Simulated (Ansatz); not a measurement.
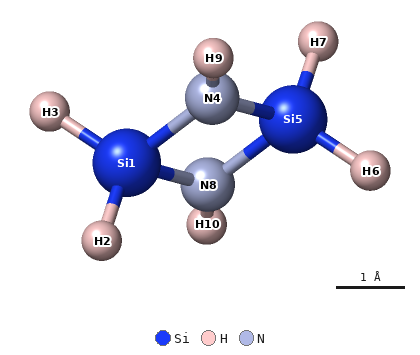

The input geometry (ball-and-stick view, seen at a tilt; atoms are numbered from 1 in the order of the input). Bond lengths as drawn: H–N 1.00 Å, H–Si 1.46 Å and N–Si 1.74 Å.

**Si$_{2}$N$_{2}$H$_{6}$: geometry relaxation**

Si$_{2}$N$_{2}$H$_{6}$ (cyclo-(H2SiNH)2), computed with RKS PBE-D4/def2-SVP (Ansatz 0.2.0).

The geometry: GFN2-xTB start. Figures and captions count atoms from 1; the log counts them from 0 in places.

Log:
```
Functional definition: PBE
  name "PBE"
  cite "Perdew, Burke & Ernzerhof, Phys. Rev. Lett. 77, 3865 (1996) doi:10.1103/PhysRevLett.77.3865"
  parent pbe
  parameter kappa = 0.804
  parameter beta = 0.06672455060314922
  exchange = pbe_x(kappa = kappa, mu = beta*pi^2/3)
  correlation = pbe_c(beta = beta)
these checks for a lower state are left out or cut short: starts
1084 factors; their error is unknown
mean field evaluation 1: about -18800.4742 eV, gradient 8.5e1 eV
mean field evaluation 2: about -18722.9300 eV, gradient 1.7e2 eV
mean field evaluation 4: about -18815.1954 eV, gradient 5.6e0 eV
mean field evaluation 8: about -18815.2863 eV, gradient 2.2e-1 eV
mean field evaluation 16: about -18815.2046 eV, gradient 2.9e-5 eV
mean field -18815.20461166 eV, -691.4460160748 hartree, gradient 2.9e-5 eV, S^2 0.000000; 0 other end points of the search recorded, 0 dependent functions left out
the calculation of the forces begins
reference -18815.20465052 eV, -691.4460175027 hartree; 24, 24 occupied and 70, 70 virtual orbitals, 1084 factors
relax step   1: F+E_penalty+E_count = -18815.44577599 eV  Δ(F+E_penalty+E_count) = +0.000e0 eV  max|allowed force component| = 1.130e0 eV/Å  Δτ_max = 0.0000 Å  (24 SCF iters, accepted)
these checks for a lower state are left out or cut short: starts, cluster_reference, orbital_swaps, neighbouring_geometries, increment
1084 factors; their error is unknown
mean field -18815.45142526 eV, -691.4550863072 hartree, gradient 2.5e-5 eV, S^2 0.000000; 0 other end points of the search recorded, 0 dependent functions left out
the calculation of the forces begins
reference -18815.45146424 eV, -691.4550877396 hartree; 24, 24 occupied and 70, 70 virtual orbitals, 1084 factors
relax step   2: F+E_penalty+E_count = -18815.69039124 eV  Δ(F+E_penalty+E_count) = -2.446e-1 eV  max|allowed force component| = 2.420e-1 eV/Å  Δτ_max = 0.0658 Å  (26 SCF iters, accepted)
these checks for a lower state are left out or cut short: starts, cluster_reference, orbital_swaps, neighbouring_geometries, increment
1084 factors; their error is unknown
mean field -18815.46133674 eV, -691.4554505475 hartree, gradient 2.5e-5 eV, S^2 0.000000; 0 other end points of the search recorded, 0 dependent functions left out
the calculation of the forces begins
reference -18815.46137583 eV, -691.4554519841 hartree; 24, 24 occupied and 70, 70 virtual orbitals, 1084 factors
relax step   3: F+E_penalty+E_count = -18815.69965952 eV  Δ(F+E_penalty+E_count) = -9.268e-3 eV  max|allowed force component| = 6.225e-2 eV/Å  Δτ_max = 0.0175 Å  (27 SCF iters, accepted)
these checks for a lower state are left out or cut short: starts, cluster_reference, orbital_swaps, neighbouring_geometries, increment
1084 factors; their error is unknown
mean field evaluation 32: about -18815.5394 eV, gradient 2.8e-1 eV
mean field -18815.46170602 eV, -691.4554641181 hartree, gradient 1.5e-5 eV, S^2 0.000000; 0 other end points of the search recorded, 0 dependent functions left out
the calculation of the forces begins
reference -18815.46174512 eV, -691.4554655552 hartree; 24, 24 occupied and 70, 70 virtual orbitals, 1084 factors
relax step   4: F+E_penalty+E_count = -18815.69992712 eV  Δ(F+E_penalty+E_count) = -2.676e-4 eV  max|allowed force component| = 2.342e-2 eV/Å  Δτ_max = 0.0030 Å  (21 SCF iters, accepted)
these checks for a lower state are left out or cut short: starts, cluster_reference, orbital_swaps, neighbouring_geometries, increment
1084 factors; their error is unknown
mean field -18815.46259191 eV, -691.4554966741 hartree, gradient 2.1e-5 eV, S^2 0.000000; 0 other end points of the search recorded, 0 dependent functions left out
the calculation of the forces begins
reference -18815.46263100 eV, -691.4554981106 hartree; 24, 24 occupied and 70, 70 virtual orbitals, 1084 factors
relax step   5: F+E_penalty+E_count = -18815.70085313 eV  Δ(F+E_penalty+E_count) = -9.260e-4 eV  max|allowed force component| = 9.224e-2 eV/Å  Δτ_max = 0.0255 Å  (27 SCF iters, accepted)
these checks for a lower state are left out or cut short: starts, cluster_reference, orbital_swaps, neighbouring_geometries, increment
1084 factors; their error is unknown
mean field -18815.46978112 eV, -691.4557608725 hartree, gradient 1.6e-5 eV, S^2 0.000000; 0 other end points of the search recorded, 0 dependent functions left out
the calculation of the forces begins
reference -18815.46982040 eV, -691.4557623161 hartree; 24, 24 occupied and 70, 70 virtual orbitals, 1084 factors
relax step   6: F+E_penalty+E_count = -18815.70819425 eV  Δ(F+E_penalty+E_count) = -7.341e-3 eV  max|allowed force component| = 1.949e-1 eV/Å  Δτ_max = 0.0924 Å  (25 SCF iters, accepted)
these checks for a lower state are left out or cut short: starts, cluster_reference, orbital_swaps, neighbouring_geometries, increment
1084 factors; their error is unknown
mean field -18815.47130198 eV, -691.4558167631 hartree, gradient 2.1e-5 eV, S^2 0.000000; 0 other end points of the search recorded, 0 dependent functions left out
the calculation of the forces begins
reference -18815.47134135 eV, -691.4558182102 hartree; 24, 24 occupied and 70, 70 virtual orbitals, 1084 factors
relax step   7: F+E_penalty+E_count = -18815.70956838 eV  Δ(F+E_penalty+E_count) = -1.374e-3 eV  max|allowed force component| = 5.238e-2 eV/Å  Δτ_max = 0.0092 Å  (28 SCF iters, accepted)
these checks for a lower state are left out or cut short: starts, cluster_reference, orbital_swaps, neighbouring_geometries, increment
1084 factors; their error is unknown
mean field evaluation 64: about -18815.4741 eV, gradient 8.9e-6 eV
mean field -18815.47406756 eV, -691.4559183963 hartree, gradient 8.9e-6 eV, S^2 0.000000; 0 other end points of the search recorded, 0 dependent functions left out
the calculation of the forces begins
reference -18815.47410705 eV, -691.4559198476 hartree; 24, 24 occupied and 70, 70 virtual orbitals, 1084 factors
relax step   8: F+E_penalty+E_count = -18815.71248482 eV  Δ(F+E_penalty+E_count) = -2.916e-3 eV  max|allowed force component| = 1.158e-2 eV/Å  Δτ_max = 0.0556 Å  (27 SCF iters, accepted)
```

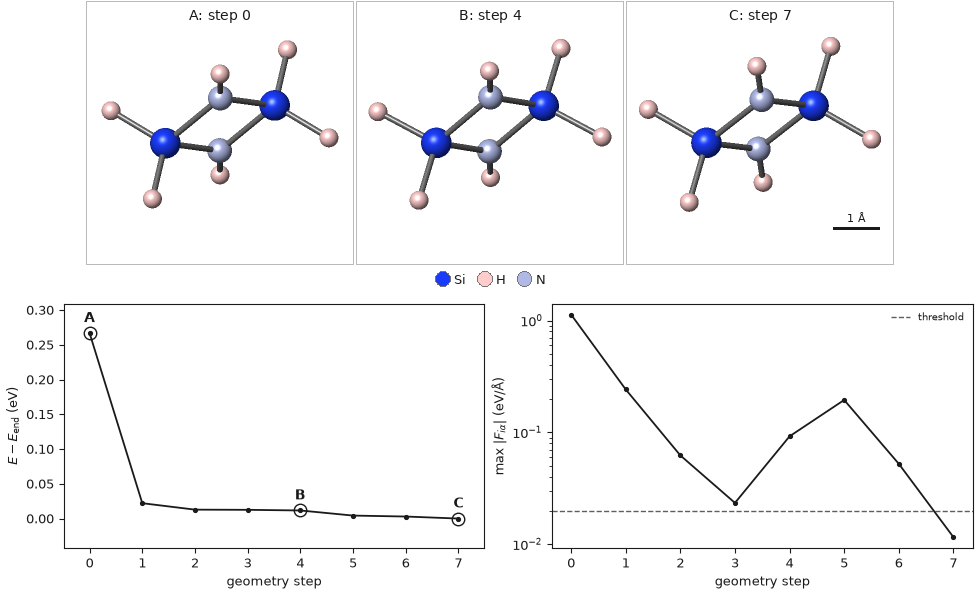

Frames of the relaxation (ball-and-stick view, seen at an oblique angle) above the curves, on which the letters mark them (the first geometry is step 0 here and step 1 in the log).

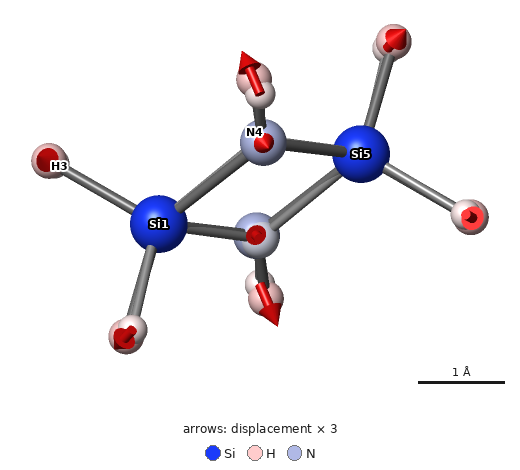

Start (faint) and end (solid) with the displacements as red arrows, magnified 3 times (ball-and-stick view, seen at an oblique angle). The two geometries are laid on each other by the best rigid fit. The atom that moves furthest after the best rigid fit is H9 (0.19 Å). Largest moves by element: H 0.19 Å, N 0.10 Å, Si 0.03 Å. Among the contacts that change: Si1–H2 1.461 → 1.510 Å, N4–Si5 1.739 → 1.763 Å, N4–H9 1.002 → 1.019 Å. Among the angles that change: H2–Si1–H3 113.4° → 106.9°, Si1–N8–Si5 97.2° → 92.9°, N4–Si1–N8 82.8° → 87.1°. Over 7 geometry steps the energy falls by 0.267 eV. The largest force component goes from 1.1 to 0.012 eV/Å. (Atoms are counted from 1 in the order of the input.)

```
these checks for a lower state are left out or cut short: starts
1084 factors; their error is unknown
mean field -18815.47406756 eV, -691.4559183963 hartree, gradient 1.1e-5 eV, S^2 0.000000; 0 other end points of the search recorded, 0 dependent functions left out
the calculation of the forces begins
reference -18815.47410705 eV, -691.4559198476 hartree; 24, 24 occupied and 70, 70 virtual orbitals, 1084 factors
Total energy: -18815.71252431 eV, -691.4646815205 hartree
Atom 0 at     0.911059     0.891651    -0.088031 Å, force     0.004500     0.005641    -0.000598 eV/Å
Atom 1 at     0.760421     2.276362    -0.671049 Å, force     0.001456    -0.004674    -0.005223 eV/Å
Atom 2 at     2.343665     0.761806     0.371111 Å, force    -0.004235     0.001704     0.005443 eV/Å
Atom 3 at    -0.287601     0.403348     1.109155 Å, force     0.006587    -0.005741     0.010444 eV/Å
Atom 4 at    -0.910940    -0.891751     0.088058 Å, force    -0.005776    -0.004418     0.000385 eV/Å
Atom 5 at    -2.343553    -0.761853    -0.371042 Å, force     0.004127    -0.002058    -0.005522 eV/Å
Atom 6 at    -0.760363    -2.276465     0.671091 Å, force    -0.001062     0.004792     0.005156 eV/Å
Atom 7 at     0.287568    -0.403302    -1.109207 Å, force    -0.005897     0.004754    -0.011267 eV/Å
Atom 8 at    -0.265199     0.480738     2.125000 Å, force    -0.000628     0.001870     0.011578 eV/Å
Atom 9 at     0.264952    -0.480534    -2.125085 Å, force     0.000928    -0.001869    -0.010396 eV/Å
Dipole moment:     0.000023    -0.000024     0.000021 e Å
Checks for a lower state left out: starts
```

Trajectory as extended XYZ (Å, eV, eV/Å), 8 frames, from step=1 to step=8:
```
10
Properties=species:S:1:pos:R:3:forces:R:3 step=1 energy=-18815.44578
Si    0.9304    0.9100   -0.0898   -0.9661  -0.9449   0.0960
H     0.6767    2.2730   -0.5501    0.1516   0.8986  -0.2533
H     2.3272    0.6652    0.2605    0.9231   0.1529   0.1492
N    -0.2192    0.3307    1.0801   -0.2211   0.3384   1.1255
Si   -0.9297   -0.9105    0.0902    0.9670   0.9422  -0.0942
H    -2.3272   -0.6665   -0.2583   -0.9212  -0.1521  -0.1501
H    -0.6744   -2.2739    0.5487   -0.1538  -0.8972   0.2543
N     0.2201   -0.3315   -1.0796    0.2205  -0.3383  -1.1303
H    -0.3870    0.5961    2.0314   -0.1345   0.2113   0.7466
H     0.3832   -0.5924   -2.0330    0.1344  -0.2108  -0.7436
10
Properties=species:S:1:pos:R:3:forces:R:3 step=2 energy=-18815.69039
Si    0.9115    0.8918   -0.0881   -0.0619  -0.0647   0.0093
H     0.7334    2.3031   -0.5516   -0.0139   0.2356  -0.0819
H     2.3584    0.7226    0.2530    0.2416  -0.0101   0.0590
N    -0.2271    0.3433    1.1272   -0.0273   0.0439   0.1461
Si   -0.9111   -0.8921    0.0882    0.0668   0.0590  -0.0053
H    -2.3582   -0.7225   -0.2519   -0.2420   0.0118  -0.0608
H    -0.7330   -2.3038    0.5507    0.0115  -0.2337   0.0820
N     0.2286   -0.3447   -1.1265    0.0240  -0.0410  -0.1492
H    -0.3953    0.6103    2.0915   -0.0109   0.0197   0.0850
H     0.3929   -0.6080   -2.0925    0.0120  -0.0206  -0.0842
10
Properties=species:S:1:pos:R:3:forces:R:3 step=3 energy=-18815.69966
Si    0.9129    0.8930   -0.0881    0.0620   0.0613  -0.0052
H     0.7387    2.3179   -0.5583   -0.0012   0.0007  -0.0044
H     2.3741    0.7286    0.2575    0.0010  -0.0005   0.0042
N    -0.2272    0.3437    1.1309   -0.0117   0.0173   0.0451
Si   -0.9124   -0.8935    0.0883   -0.0623  -0.0611   0.0055
H    -2.3736   -0.7282   -0.2571   -0.0010   0.0006  -0.0048
H    -0.7388   -2.3186    0.5579    0.0008  -0.0004   0.0048
N     0.2283   -0.3449   -1.1304    0.0110  -0.0167  -0.0458
H    -0.3940    0.6096    2.0976    0.0031  -0.0020   0.0116
H     0.3920   -0.6076   -2.0984   -0.0018   0.0008  -0.0110
10
Properties=species:S:1:pos:R:3:forces:R:3 step=4 energy=-18815.69993
Si    0.9138    0.8941   -0.0883    0.0234   0.0215  -0.0014
H     0.7392    2.3187   -0.5604    0.0005  -0.0053  -0.0009
H     2.3749    0.7298    0.2593   -0.0049   0.0013   0.0012
N    -0.2273    0.3439    1.1315   -0.0087   0.0103   0.0110
Si   -0.9135   -0.8944    0.0884   -0.0218  -0.0231   0.0023
H    -2.3745   -0.7289   -0.2593    0.0052  -0.0007  -0.0016
H    -0.7399   -2.3192    0.5601   -0.0011   0.0051   0.0011
N     0.2286   -0.3452   -1.1309    0.0068  -0.0086  -0.0119
H    -0.3921    0.6079    2.0992    0.0048  -0.0046   0.0033
H     0.3910   -0.6068   -2.0997   -0.0042   0.0040  -0.0032
10
Properties=species:S:1:pos:R:3:forces:R:3 step=5 energy=-18815.70085
Si    0.9135    0.8940   -0.0882    0.0185   0.0170  -0.0010
H     0.7423    2.3133   -0.5760   -0.0003  -0.0015  -0.0043
H     2.3711    0.7345    0.2750   -0.0009   0.0005   0.0043
N    -0.2359    0.3524    1.1278   -0.0021  -0.0057  -0.0816
Si   -0.9133   -0.8942    0.0883   -0.0172  -0.0181   0.0019
H    -2.3708   -0.7337   -0.2750    0.0011  -0.0001  -0.0046
H    -0.7431   -2.3137    0.5758   -0.0001   0.0014   0.0044
N     0.2369   -0.3534   -1.1273    0.0014   0.0059   0.0767
H    -0.3744    0.5903    2.1044   -0.0027   0.0118   0.0922
H     0.3736   -0.5895   -2.1047    0.0024  -0.0112  -0.0881
10
Properties=species:S:1:pos:R:3:forces:R:3 step=6 energy=-18815.70819
Si    0.9119    0.8925   -0.0881    0.0011   0.0013   0.0001
H     0.7501    2.2909   -0.6336    0.0101   0.0062  -0.0064
H     2.3544    0.7479    0.3335    0.0069   0.0104   0.0047
N    -0.2661    0.3821    1.1172   -0.0089  -0.0102  -0.1949
Si   -0.9118   -0.8926    0.0882   -0.0013  -0.0010   0.0002
H    -2.3542   -0.7476   -0.3336   -0.0070  -0.0105  -0.0048
H    -0.7503   -2.2911    0.6336   -0.0100  -0.0062   0.0064
N     0.2664   -0.3825   -1.1171    0.0092   0.0092   0.1884
H    -0.3099    0.5260    2.1200    0.0084   0.0089   0.1766
H     0.3095   -0.5255   -2.1202   -0.0085  -0.0082  -0.1703
10
Properties=species:S:1:pos:R:3:forces:R:3 step=7 energy=-18815.70957
Si    0.9127    0.8933   -0.0882   -0.0055  -0.0040  -0.0004
H     0.7557    2.2907   -0.6394   -0.0023  -0.0051  -0.0025
H     2.3549    0.7542    0.3386   -0.0050  -0.0026   0.0035
N    -0.2676    0.3837    1.1163   -0.0181   0.0134  -0.0498
Si   -0.9126   -0.8934    0.0882    0.0040   0.0055  -0.0008
H    -2.3546   -0.7538   -0.3389    0.0049   0.0020  -0.0030
H    -0.7562   -2.2909    0.6395    0.0030   0.0052   0.0024
N     0.2678   -0.3838   -1.1162    0.0191  -0.0140   0.0524
H    -0.3039    0.5202    2.1239    0.0148  -0.0125   0.0274
H     0.3039   -0.5202   -2.1238   -0.0147   0.0121  -0.0292
10
Properties=species:S:1:pos:R:3:forces:R:3 step=8 energy=-18815.71249
Si    0.9111    0.8917   -0.0880    0.0045   0.0056  -0.0006
H     0.7604    2.2764   -0.6710    0.0015  -0.0047  -0.0052
H     2.3437    0.7618    0.3711   -0.0042   0.0017   0.0054
N    -0.2876    0.4033    1.1092    0.0066  -0.0057   0.0104
Si   -0.9109   -0.8918    0.0881   -0.0058  -0.0044   0.0004
H    -2.3436   -0.7619   -0.3710    0.0041  -0.0021  -0.0055
H    -0.7604   -2.2765    0.6711   -0.0011   0.0048   0.0052
N     0.2876   -0.4033   -1.1092   -0.0059   0.0048  -0.0113
H    -0.2652    0.4807    2.1250   -0.0006   0.0019   0.0116
H     0.2650   -0.4805   -2.1251    0.0009  -0.0019  -0.0104
```

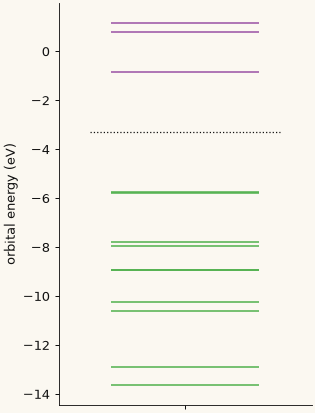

Orbital energies near the frontier; the dotted line parts filled from empty levels, and levels within 0.02 eV of each other stand side by side. Highest filled −5.75 eV, lowest empty −0.85 eV, 4.90 eV apart.

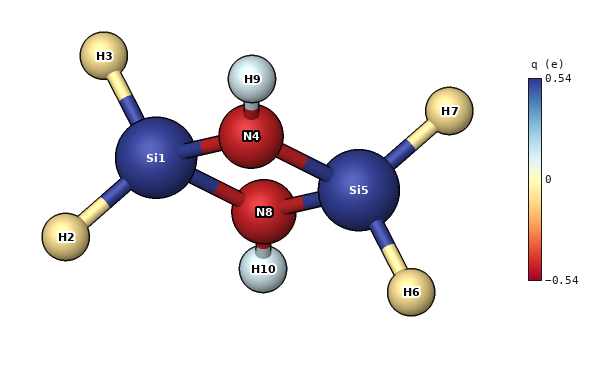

Mulliken charges, as the colour of each atom (ball-and-stick view, seen at a tilt; atoms are numbered from 1 in the order of the input). By element: Si +0.52, H −0.09 to +0.13 and N −0.46 e.

The run was set up as follows.

Input file:
```yaml
crystal:
  periodic: [false, false, false]
  atoms:
    - {symbol: Si, position_ang: [0.930360, 0.909950, -0.089830]}
    - {symbol: H, position_ang: [0.676740, 2.272960, -0.550130]}
    - {symbol: H, position_ang: [2.327210, 0.665220, 0.260470]}
    - {symbol: N, position_ang: [-0.219230, 0.330680, 1.080110]}
    - {symbol: Si, position_ang: [-0.929720, -0.910550, 0.090180]}
    - {symbol: H, position_ang: [-2.327230, -0.666540, -0.258300]}
    - {symbol: H, position_ang: [-0.674430, -2.273910, 0.548700]}
    - {symbol: N, position_ang: [0.220130, -0.331530, -1.079580]}
    - {symbol: H, position_ang: [-0.387040, 0.596140, 2.031410]}
    - {symbol: H, position_ang: [0.383220, -0.592420, -2.033030]}
basis:
  gaussian: {orbitals: def2-SVP}
hamiltonian: {xc: pbe, dispersion: d4}
scf: {omitted_lower_state_checks: [starts]}
output: {orbitals: {seedname: orbitals}}
relax: {f_tol: 0.02, max_steps: 100}
```

Launch command:
```bash
ansatz run in.yaml --threads 2 --pin off --events-out ev --progress --plain --max-ram 4352MiB
```

Results in brief:

| quantity | value |
| --- | --- |
| outcome | converged |
| total energy | −18815.7125 eV |
| mean-field energy | −18815.4741 eV |
| dispersion energy | −0.2384 eV |
| SCF solution under orbital rotations | stable |
| HOMO | −5.75 eV |
| LUMO | −0.85 eV |
| largest force (length of the vector) at the end | 0.014 eV/Å |
| dipole moment | 0.00 D |
| hardware | 2 threads of Arm Neoverse V2, 23 GiB of memory available, shared host |
| wall time | 12 s (CPU time 23 s) |
| peak memory | 0.13 GiB |
